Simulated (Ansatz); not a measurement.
# HSBr (triplet): PBE, revPBE, r2SCAN over a scan of the distance Br1–H2 along a hydrogen transfer, cc-pVDZ, part 1 of 2

Aim: run HSBr (triplet) with these functionals over a scan of the distance Br1–H2 along a hydrogen transfer, and hold them against the top wave-function level at the same points.

Computed with Ansatz 0.2.0, Gaussian basis. Level: cc-pVDZ, all electrons in the functionals.

To be run: PBE, revPBE, r2SCAN, at 1.321 Å; 1.421 Å; 1.535 Å; 1.650 Å; 1.764 Å; 1.879 Å; 1.993 Å; 2.108 Å; 2.222 Å.

7 further runs of the same task are left out: 4 that didn't finish, 3 set aside as unsound or not needed.

### Step 1. The geometry

The geometry derives from fragments relaxed apart (PBE0/def2-TZVP) and kept rigid, so it is no stationary point. A hydrogen atom is moved between rigid fragments. No spin-orbit coupling is included. The filled d shell of Br may be among the frozen orbitals whatever the setting's name suggests; the logs give the count.

3 atoms, charge 0, spin multiplicity 3.

Atoms are counted from 1 here; the program's logs count them from 0.

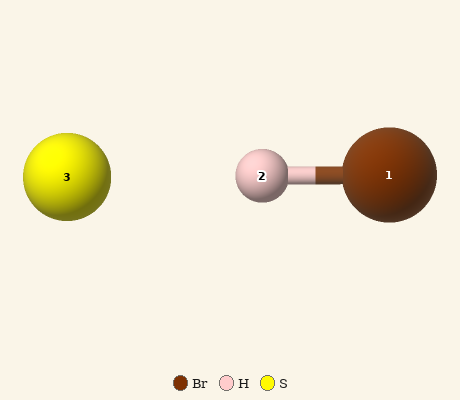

The structure; bromine brown, hydrogen pink, sulfur yellow; atoms are numbered from 1 in the order of the file.

No dispersion term is added.

The geometry shown and the zero of energy belong to the point 1.421 Å. The yardstick, UCCSDT(Q), and other wave-function levels (R restricted, U unrestricted, valence and pair active spaces) come from earlier runs.

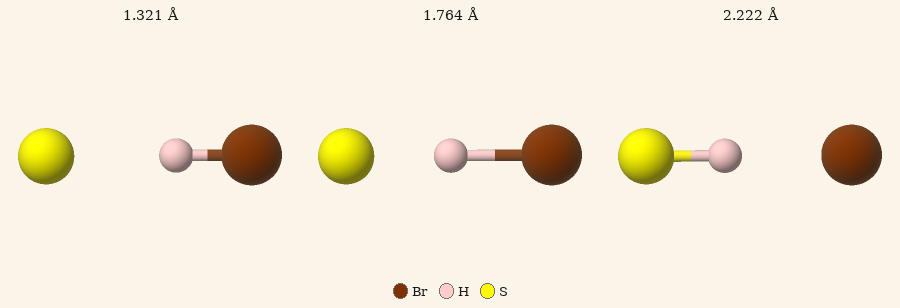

Three points of the scan; sticks are drawn by distance.

### Step 2. PBE, 1.321 Å

Contents of in.yaml:

```yaml
crystal:
  periodic: [false, false, false]
  atoms:
    - {symbol: Br, position_ang: [0.000000, 0.000000, -1.641000]}
    - {symbol: H, position_ang: [0.000000, 0.000000, -0.320000]}
    - {symbol: S, position_ang: [0.000000, 0.000000, 1.961000]}
basis:
  gaussian: {orbitals: cc-pVDZ}
magnetization: {spin_polarized: true, initial_magnetization: 2}
hamiltonian: {xc: {name: PBE}}
output: {orbitals: {seedname: orbitals}}
```

Started as:

```bash
$ ansatz run in.yaml --threads 1 --pin off --events-out ev --progress --plain --max-ram 2393MiB
```

The program printed:

```text
Functional definition: PBE
  name "PBE"
  cite "Perdew, Burke & Ernzerhof, Phys. Rev. Lett. 77, 3865 (1996) doi:10.1103/PhysRevLett.77.3865"
  parent pbe
  parameter kappa = 0.804
  parameter beta = 0.06672455060314922
  exchange = pbe_x(kappa = kappa, mu = beta*pi^2/3)
  correlation = pbe_c(beta = beta)
551 factors; integrals over basis functions are off by at most 1.2e-3 eV
mean field evaluation 1: about -80879.1810 eV, gradient 5.9e0 eV
mean field evaluation 2: about -80874.2469 eV, gradient 2.4e1 eV
mean field evaluation 4: about -80879.4344 eV, gradient 8.0e-1 eV
mean field evaluation 8: about -80879.4352 eV, gradient 1.1e-2 eV
mean field evaluation 16: about -80879.4352 eV, gradient 5.6e-5 eV
mean field evaluation 32: about -80871.0790 eV, gradient 2.0e1 eV
mean field -80879.43523599 eV, -2972.2644228724 hartree, gradient 9.8e-6 eV, S^2 2.002970; 5 other end points of the search recorded, 0 dependent functions left out
reference -80879.43526120 eV, -2972.2644237988 hartree; 27, 25 occupied and 23, 25 virtual orbitals, 551 factors
Total energy: -80879.43526120 eV, -2972.2644237988 hartree
```

Run time: 2.9 s. Hardware: 1 thread of Intel Xeon Platinum 8488C, shared host.

From the report: ⟨S²⟩ of the determinant 2.003 (pure triplet: 2.00).

### Step 3. PBE, 1.421 Å

Contents of in.yaml:

```yaml
crystal:
  periodic: [false, false, false]
  atoms:
    - {symbol: Br, position_ang: [0.000000, 0.000000, -1.674200]}
    - {symbol: H, position_ang: [0.000000, 0.000000, -0.253600]}
    - {symbol: S, position_ang: [0.000000, 0.000000, 1.927800]}
basis:
  gaussian: {orbitals: cc-pVDZ}
magnetization: {spin_polarized: true, initial_magnetization: 2}
hamiltonian: {xc: {name: PBE}}
output: {orbitals: {seedname: orbitals}}
```

Same command.

The program printed, cut to the lines that bear on the results:

```text
Functional definition: PBE
  name "PBE"
  cite "Perdew, Burke & Ernzerhof, Phys. Rev. Lett. 77, 3865 (1996) doi:10.1103/PhysRevLett.77.3865"
  parent pbe
[...]
553 factors; integrals over basis functions are off by at most 1.3e-3 eV
[...]
mean field -80879.70262953 eV, -2972.2742494038 hartree, gradient 1.5e-6 eV, S^2 2.003182; 7 other end points of the search recorded, 0 dependent functions left out
reference -80879.70265465 eV, -2972.2742503268 hartree; 27, 25 occupied and 23, 25 virtual orbitals, 553 factors
Total energy: -80879.70265465 eV, -2972.2742503268 hartree
```

Wall time 4.4 s (1 thread of Intel Xeon Platinum 8488C, shared host).

From the report: ⟨S²⟩ of the determinant 2.003 (pure triplet: 2.00).

### Step 4. PBE, 1.535 Å

Contents of in.yaml:

```yaml
crystal:
  periodic: [false, false, false]
  atoms:
    - {symbol: Br, position_ang: [0.000000, 0.000000, -1.712333]}
    - {symbol: H, position_ang: [0.000000, 0.000000, -0.177333]}
    - {symbol: S, position_ang: [0.000000, 0.000000, 1.889667]}
basis:
  gaussian: {orbitals: cc-pVDZ}
magnetization: {spin_polarized: true, initial_magnetization: 2}
hamiltonian: {xc: {name: PBE}}
output: {orbitals: {seedname: orbitals}}
```

Same command.

The program printed, cut to the lines that bear on the results:

```text
Functional definition: PBE
  name "PBE"
  cite "Perdew, Burke & Ernzerhof, Phys. Rev. Lett. 77, 3865 (1996) doi:10.1103/PhysRevLett.77.3865"
  parent pbe
[...]
551 factors; integrals over basis functions are off by at most 1.7e-3 eV
[...]
mean field -80879.73514528 eV, -2972.2754443355 hartree, gradient 1.4e-6 eV, S^2 2.003486; 11 other end points of the search recorded, 0 dependent functions left out
reference -80879.73517022 eV, -2972.2754452521 hartree; 27, 25 occupied and 23, 25 virtual orbitals, 551 factors
Total energy: -80879.73517022 eV, -2972.2754452521 hartree
```

Run time: 6 s. Hardware: 1 thread of Intel Xeon Platinum 8488C, shared host.

From the report: ⟨S²⟩ of the determinant 2.003 (pure triplet: 2.00).

From 1.421 Å: -3.1 kJ/mol.

### Step 5. PBE, 1.650 Å

Contents of in.yaml:

```yaml
crystal:
  periodic: [false, false, false]
  atoms:
    - {symbol: Br, position_ang: [0.000000, 0.000000, -1.750667]}
    - {symbol: H, position_ang: [0.000000, 0.000000, -0.100667]}
    - {symbol: S, position_ang: [0.000000, 0.000000, 1.851333]}
basis:
  gaussian: {orbitals: cc-pVDZ}
magnetization: {spin_polarized: true, initial_magnetization: 2}
hamiltonian: {xc: {name: PBE}}
output: {orbitals: {seedname: orbitals}}
```

The command is unchanged.

The program printed, cut to the lines that bear on the results:

```text
Functional definition: PBE
  name "PBE"
  cite "Perdew, Burke & Ernzerhof, Phys. Rev. Lett. 77, 3865 (1996) doi:10.1103/PhysRevLett.77.3865"
  parent pbe
[...]
553 factors; integrals over basis functions are off by at most 1.8e-3 eV
[...]
mean field -80879.64877513 eV, -2972.2722702911 hartree, gradient 3.4e-6 eV, S^2 2.003741; 11 other end points of the search recorded, 0 dependent functions left out
reference -80879.64879982 eV, -2972.2722711983 hartree; 27, 25 occupied and 23, 25 virtual orbitals, 553 factors
Total energy: -80879.64879982 eV, -2972.2722711983 hartree
```

It took 5.5 s on 1 thread of Intel Xeon Platinum 8488C, shared host.

From the report: ⟨S²⟩ of the determinant 2.004 (pure triplet: 2.00).

From 1.421 Å: +5.2 kJ/mol.

### Step 6. PBE, 1.764 Å

Contents of in.yaml:

```yaml
crystal:
  periodic: [false, false, false]
  atoms:
    - {symbol: Br, position_ang: [0.000000, 0.000000, -1.788667]}
    - {symbol: H, position_ang: [0.000000, 0.000000, -0.024667]}
    - {symbol: S, position_ang: [0.000000, 0.000000, 1.813333]}
basis:
  gaussian: {orbitals: cc-pVDZ}
magnetization: {spin_polarized: true, initial_magnetization: 2}
hamiltonian: {xc: {name: PBE}}
output: {orbitals: {seedname: orbitals}}
```

Launched as before.

The program printed, cut to the lines that bear on the results:

```text
Functional definition: PBE
  name "PBE"
  cite "Perdew, Burke & Ernzerhof, Phys. Rev. Lett. 77, 3865 (1996) doi:10.1103/PhysRevLett.77.3865"
  parent pbe
[...]
557 factors; integrals over basis functions are off by at most 1.5e-3 eV
[...]
mean field -80879.56481556 eV, -2972.2691848337 hartree, gradient 4.9e-6 eV, S^2 2.003721; 9 other end points of the search recorded, 0 dependent functions left out
reference -80879.56483995 eV, -2972.2691857299 hartree; 27, 25 occupied and 23, 25 virtual orbitals, 557 factors
Total energy: -80879.56483995 eV, -2972.2691857299 hartree
```

Run time: 6.5 s. Hardware: 1 thread of Intel Xeon Platinum 8488C, shared host.

From the report: ⟨S²⟩ of the determinant 2.004 (pure triplet: 2.00).

From 1.421 Å: +13.3 kJ/mol.

### Step 7. PBE, 1.879 Å

Contents of in.yaml:

```yaml
crystal:
  periodic: [false, false, false]
  atoms:
    - {symbol: Br, position_ang: [0.000000, 0.000000, -1.827000]}
    - {symbol: H, position_ang: [0.000000, 0.000000, 0.052000]}
    - {symbol: S, position_ang: [0.000000, 0.000000, 1.775000]}
basis:
  gaussian: {orbitals: cc-pVDZ}
magnetization: {spin_polarized: true, initial_magnetization: 2}
hamiltonian: {xc: {name: PBE}}
output: {orbitals: {seedname: orbitals}}
```

The command is unchanged.

The program printed, cut to the lines that bear on the results:

```text
Functional definition: PBE
  name "PBE"
  cite "Perdew, Burke & Ernzerhof, Phys. Rev. Lett. 77, 3865 (1996) doi:10.1103/PhysRevLett.77.3865"
  parent pbe
[...]
557 factors; integrals over basis functions are off by at most 1.3e-3 eV
[...]
mean field -80879.54696664 eV, -2972.2685288980 hartree, gradient 5.8e-6 eV, S^2 2.003318; 9 other end points of the search recorded, 0 dependent functions left out
reference -80879.54699076 eV, -2972.2685297846 hartree; 27, 25 occupied and 23, 25 virtual orbitals, 557 factors
Total energy: -80879.54699076 eV, -2972.2685297846 hartree
```

It took 6.5 s on 1 thread of Intel Xeon Platinum 8488C, shared host.

From the report: ⟨S²⟩ of the determinant 2.003 (pure triplet: 2.00).

From 1.421 Å: +15.0 kJ/mol.

### Step 8. PBE, 1.993 Å

Contents of in.yaml:

```yaml
crystal:
  periodic: [false, false, false]
  atoms:
    - {symbol: Br, position_ang: [0.000000, 0.000000, -1.865000]}
    - {symbol: H, position_ang: [0.000000, 0.000000, 0.128000]}
    - {symbol: S, position_ang: [0.000000, 0.000000, 1.737000]}
basis:
  gaussian: {orbitals: cc-pVDZ}
magnetization: {spin_polarized: true, initial_magnetization: 2}
hamiltonian: {xc: {name: PBE}}
output: {orbitals: {seedname: orbitals}}
```

The command is unchanged.

The program printed, cut to the lines that bear on the results:

```text
Functional definition: PBE
  name "PBE"
  cite "Perdew, Burke & Ernzerhof, Phys. Rev. Lett. 77, 3865 (1996) doi:10.1103/PhysRevLett.77.3865"
  parent pbe
[...]
553 factors; integrals over basis functions are off by at most 1.6e-3 eV
[...]
mean field -80879.60497642 eV, -2972.2706607183 hartree, gradient 6.8e-6 eV, S^2 2.002748; 9 other end points of the search recorded, 0 dependent functions left out
reference -80879.60500038 eV, -2972.2706615986 hartree; 27, 25 occupied and 23, 25 virtual orbitals, 553 factors
Total energy: -80879.60500038 eV, -2972.2706615986 hartree
```

It took 7.5 s on 1 thread of Intel Xeon Platinum 8488C, shared host.

From the report: ⟨S²⟩ of the determinant 2.003 (pure triplet: 2.00).

From 1.421 Å: +9.4 kJ/mol.

### Step 9. PBE, 2.108 Å

Contents of in.yaml:

```yaml
crystal:
  periodic: [false, false, false]
  atoms:
    - {symbol: Br, position_ang: [0.000000, 0.000000, -1.903333]}
    - {symbol: H, position_ang: [0.000000, 0.000000, 0.204667]}
    - {symbol: S, position_ang: [0.000000, 0.000000, 1.698667]}
basis:
  gaussian: {orbitals: cc-pVDZ}
magnetization: {spin_polarized: true, initial_magnetization: 2}
hamiltonian: {xc: {name: PBE}}
output: {orbitals: {seedname: orbitals}}
```

The command is unchanged.

The program printed, cut to the lines that bear on the results:

```text
Functional definition: PBE
  name "PBE"
  cite "Perdew, Burke & Ernzerhof, Phys. Rev. Lett. 77, 3865 (1996) doi:10.1103/PhysRevLett.77.3865"
  parent pbe
[...]
551 factors; integrals over basis functions are off by at most 1.5e-3 eV
[...]
mean field -80879.69190751 eV, -2972.2738553768 hartree, gradient 8.1e-6 eV, S^2 2.002271; 11 other end points of the search recorded, 0 dependent functions left out
reference -80879.69193135 eV, -2972.2738562531 hartree; 27, 25 occupied and 23, 25 virtual orbitals, 551 factors
Total energy: -80879.69193135 eV, -2972.2738562531 hartree
```

It took 6.5 s on 1 thread of Intel Xeon Platinum 8488C, shared host.

From the report: ⟨S²⟩ of the determinant 2.002 (pure triplet: 2.00).

From 1.421 Å: +1.0 kJ/mol.

### Step 10. PBE, 2.222 Å

Contents of in.yaml:

```yaml
crystal:
  periodic: [false, false, false]
  atoms:
    - {symbol: Br, position_ang: [0.000000, 0.000000, -1.941333]}
    - {symbol: H, position_ang: [0.000000, 0.000000, 0.280667]}
    - {symbol: S, position_ang: [0.000000, 0.000000, 1.660667]}
basis:
  gaussian: {orbitals: cc-pVDZ}
magnetization: {spin_polarized: true, initial_magnetization: 2}
hamiltonian: {xc: {name: PBE}}
output: {orbitals: {seedname: orbitals}}
```

Same command.

The program printed, cut to the lines that bear on the results:

```text
Functional definition: PBE
  name "PBE"
  cite "Perdew, Burke & Ernzerhof, Phys. Rev. Lett. 77, 3865 (1996) doi:10.1103/PhysRevLett.77.3865"
  parent pbe
[...]
553 factors; integrals over basis functions are off by at most 1.1e-3 eV
[...]
mean field -80879.70070298 eV, -2972.2741786042 hartree, gradient 9.9e-6 eV, S^2 2.001976; 11 other end points of the search recorded, 0 dependent functions left out
reference -80879.70072675 eV, -2972.2741794779 hartree; 27, 25 occupied and 23, 25 virtual orbitals, 553 factors
Total energy: -80879.70072675 eV, -2972.2741794779 hartree
```

It took 6.5 s on 1 thread of Intel Xeon Platinum 8488C, shared host.

From the report: ⟨S²⟩ of the determinant 2.002 (pure triplet: 2.00).

From 1.421 Å: +0.2 kJ/mol.

### Step 11. revPBE, 1.321 Å

Contents of in.yaml:

```yaml
crystal:
  periodic: [false, false, false]
  atoms:
    - {symbol: Br, position_ang: [0.000000, 0.000000, -1.641000]}
    - {symbol: H, position_ang: [0.000000, 0.000000, -0.320000]}
    - {symbol: S, position_ang: [0.000000, 0.000000, 1.961000]}
basis:
  gaussian: {orbitals: cc-pVDZ}
magnetization: {spin_polarized: true, initial_magnetization: 2}
hamiltonian: {xc: {name: revPBE}}
```

Same command.

The program printed:

```text
Functional definition: revPBE
  name "revPBE"
  cite "Zhang & Yang, Phys. Rev. Lett. 80, 890 (1998) doi:10.1103/PhysRevLett.80.890"
  cite "Perdew, Burke & Ernzerhof, Phys. Rev. Lett. 77, 3865 (1996) doi:10.1103/PhysRevLett.77.3865"
  parameter kappa = 1.245
  parameter beta = 0.06672455060314922
  exchange = pbe_x(kappa = kappa, mu = beta*pi^2/3)
  correlation = pbe_c(beta = beta)
551 factors; integrals over basis functions are off by at most 1.2e-3 eV
mean field evaluation 1: about -80886.5704 eV, gradient 5.8e0 eV
mean field evaluation 2: about -80884.6025 eV, gradient 1.5e1 eV
mean field evaluation 4: about -80886.8135 eV, gradient 7.2e-1 eV
mean field evaluation 8: about -80886.8145 eV, gradient 5.4e-3 eV
mean field evaluation 16: about -80886.5357 eV, gradient 4.1e0 eV
mean field evaluation 32: about -80886.6861 eV, gradient 2.0e-1 eV
mean field -80886.81454688 eV, -2972.5356075459 hartree, gradient 9.1e-6 eV, S^2 2.003252; 5 other end points of the search recorded, 0 dependent functions left out
reference -80886.81457829 eV, -2972.5356087002 hartree; 27, 25 occupied and 23, 25 virtual orbitals, 551 factors
Total energy: -80886.81457829 eV, -2972.5356087002 hartree
```

It took 2.8 s on 1 thread of Intel Xeon Platinum 8488C, shared host.

From the report: ⟨S²⟩ of the determinant 2.003 (pure triplet: 2.00).

### Step 12. revPBE, 1.421 Å

Contents of in.yaml:

```yaml
crystal:
  periodic: [false, false, false]
  atoms:
    - {symbol: Br, position_ang: [0.000000, 0.000000, -1.674200]}
    - {symbol: H, position_ang: [0.000000, 0.000000, -0.253600]}
    - {symbol: S, position_ang: [0.000000, 0.000000, 1.927800]}
basis:
  gaussian: {orbitals: cc-pVDZ}
magnetization: {spin_polarized: true, initial_magnetization: 2}
hamiltonian: {xc: {name: revPBE}}
```

The command is unchanged.

The program printed, cut to the lines that bear on the results:

```text
Functional definition: revPBE
  name "revPBE"
  cite "Zhang & Yang, Phys. Rev. Lett. 80, 890 (1998) doi:10.1103/PhysRevLett.80.890"
  cite "Perdew, Burke & Ernzerhof, Phys. Rev. Lett. 77, 3865 (1996) doi:10.1103/PhysRevLett.77.3865"
[...]
553 factors; integrals over basis functions are off by at most 1.3e-3 eV
[...]
mean field -80887.07419969 eV, -2972.5451496105 hartree, gradient 1.1e-6 eV, S^2 2.003460; 9 other end points of the search recorded, 0 dependent functions left out
reference -80887.07423099 eV, -2972.5451507608 hartree; 27, 25 occupied and 23, 25 virtual orbitals, 553 factors
Total energy: -80887.07423099 eV, -2972.5451507608 hartree
```

It took 4.7 s on 1 thread of Intel Xeon Platinum 8488C, shared host.

From the report: ⟨S²⟩ of the determinant 2.003 (pure triplet: 2.00).

### Step 13. revPBE, 1.535 Å

Contents of in.yaml:

```yaml
crystal:
  periodic: [false, false, false]
  atoms:
    - {symbol: Br, position_ang: [0.000000, 0.000000, -1.712333]}
    - {symbol: H, position_ang: [0.000000, 0.000000, -0.177333]}
    - {symbol: S, position_ang: [0.000000, 0.000000, 1.889667]}
basis:
  gaussian: {orbitals: cc-pVDZ}
magnetization: {spin_polarized: true, initial_magnetization: 2}
hamiltonian: {xc: {name: revPBE}}
```

The command is unchanged.

The program printed, cut to the lines that bear on the results:

```text
Functional definition: revPBE
  name "revPBE"
  cite "Zhang & Yang, Phys. Rev. Lett. 80, 890 (1998) doi:10.1103/PhysRevLett.80.890"
  cite "Perdew, Burke & Ernzerhof, Phys. Rev. Lett. 77, 3865 (1996) doi:10.1103/PhysRevLett.77.3865"
[...]
551 factors; integrals over basis functions are off by at most 1.7e-3 eV
[...]
mean field -80887.09658021 eV, -2972.5459720794 hartree, gradient 1.4e-6 eV, S^2 2.003758; 11 other end points of the search recorded, 0 dependent functions left out
reference -80887.09661130 eV, -2972.5459732220 hartree; 27, 25 occupied and 23, 25 virtual orbitals, 551 factors
Total energy: -80887.09661130 eV, -2972.5459732220 hartree
```

Wall time 6 s (1 thread of Intel Xeon Platinum 8488C, shared host).

From the report: ⟨S²⟩ of the determinant 2.004 (pure triplet: 2.00).

From 1.421 Å: -2.2 kJ/mol.

### Step 14. revPBE, 1.650 Å

Contents of in.yaml:

```yaml
crystal:
  periodic: [false, false, false]
  atoms:
    - {symbol: Br, position_ang: [0.000000, 0.000000, -1.750667]}
    - {symbol: H, position_ang: [0.000000, 0.000000, -0.100667]}
    - {symbol: S, position_ang: [0.000000, 0.000000, 1.851333]}
basis:
  gaussian: {orbitals: cc-pVDZ}
magnetization: {spin_polarized: true, initial_magnetization: 2}
hamiltonian: {xc: {name: revPBE}}
```

Launched as before.

The program printed, cut to the lines that bear on the results:

```text
Functional definition: revPBE
  name "revPBE"
  cite "Zhang & Yang, Phys. Rev. Lett. 80, 890 (1998) doi:10.1103/PhysRevLett.80.890"
  cite "Perdew, Burke & Ernzerhof, Phys. Rev. Lett. 77, 3865 (1996) doi:10.1103/PhysRevLett.77.3865"
[...]
553 factors; integrals over basis functions are off by at most 1.8e-3 eV
[...]
mean field -80886.99965823 eV, -2972.5424102625 hartree, gradient 4.1e-6 eV, S^2 2.004004; 9 other end points of the search recorded, 0 dependent functions left out
reference -80886.99968900 eV, -2972.5424113933 hartree; 27, 25 occupied and 23, 25 virtual orbitals, 553 factors
Total energy: -80886.99968900 eV, -2972.5424113933 hartree
```

It took 6 s on 1 thread of Intel Xeon Platinum 8488C, shared host.

From the report: ⟨S²⟩ of the determinant 2.004 (pure triplet: 2.00).

From 1.421 Å: +7.2 kJ/mol.

### Step 15. revPBE, 1.764 Å

Contents of in.yaml:

```yaml
crystal:
  periodic: [false, false, false]
  atoms:
    - {symbol: Br, position_ang: [0.000000, 0.000000, -1.788667]}
    - {symbol: H, position_ang: [0.000000, 0.000000, -0.024667]}
    - {symbol: S, position_ang: [0.000000, 0.000000, 1.813333]}
basis:
  gaussian: {orbitals: cc-pVDZ}
magnetization: {spin_polarized: true, initial_magnetization: 2}
hamiltonian: {xc: {name: revPBE}}
```

The command is unchanged.

The program printed, cut to the lines that bear on the results:

```text
Functional definition: revPBE
  name "revPBE"
  cite "Zhang & Yang, Phys. Rev. Lett. 80, 890 (1998) doi:10.1103/PhysRevLett.80.890"
  cite "Perdew, Burke & Ernzerhof, Phys. Rev. Lett. 77, 3865 (1996) doi:10.1103/PhysRevLett.77.3865"
[...]
557 factors; integrals over basis functions are off by at most 1.5e-3 eV
[...]
mean field -80886.90703723 eV, -2972.5390065036 hartree, gradient 9.4e-6 eV, S^2 2.003969; 9 other end points of the search recorded, 0 dependent functions left out
reference -80886.90706763 eV, -2972.5390076206 hartree; 27, 25 occupied and 23, 25 virtual orbitals, 557 factors
Total energy: -80886.90706763 eV, -2972.5390076206 hartree
```

Wall time 6.5 s (1 thread of Intel Xeon Platinum 8488C, shared host).

From the report: ⟨S²⟩ of the determinant 2.004 (pure triplet: 2.00).

From 1.421 Å: +16.1 kJ/mol.

### Step 16. revPBE, 1.879 Å

Contents of in.yaml:

```yaml
crystal:
  periodic: [false, false, false]
  atoms:
    - {symbol: Br, position_ang: [0.000000, 0.000000, -1.827000]}
    - {symbol: H, position_ang: [0.000000, 0.000000, 0.052000]}
    - {symbol: S, position_ang: [0.000000, 0.000000, 1.775000]}
basis:
  gaussian: {orbitals: cc-pVDZ}
magnetization: {spin_polarized: true, initial_magnetization: 2}
hamiltonian: {xc: {name: revPBE}}
```

The command is unchanged.

The program printed, cut to the lines that bear on the results:

```text
Functional definition: revPBE
  name "revPBE"
  cite "Zhang & Yang, Phys. Rev. Lett. 80, 890 (1998) doi:10.1103/PhysRevLett.80.890"
  cite "Perdew, Burke & Ernzerhof, Phys. Rev. Lett. 77, 3865 (1996) doi:10.1103/PhysRevLett.77.3865"
[...]
557 factors; integrals over basis functions are off by at most 1.3e-3 eV
[...]
mean field -80886.88459478 eV, -2972.5381817585 hartree, gradient 3.4e-6 eV, S^2 2.003534; 9 other end points of the search recorded, 0 dependent functions left out
reference -80886.88462484 eV, -2972.5381828632 hartree; 27, 25 occupied and 23, 25 virtual orbitals, 557 factors
Total energy: -80886.88462484 eV, -2972.5381828632 hartree
```

It took 7.5 s on 1 thread of Intel Xeon Platinum 8488C, shared host.

From the report: ⟨S²⟩ of the determinant 2.004 (pure triplet: 2.00).

From 1.421 Å: +18.3 kJ/mol.

(Continued in part 2 of 2.)
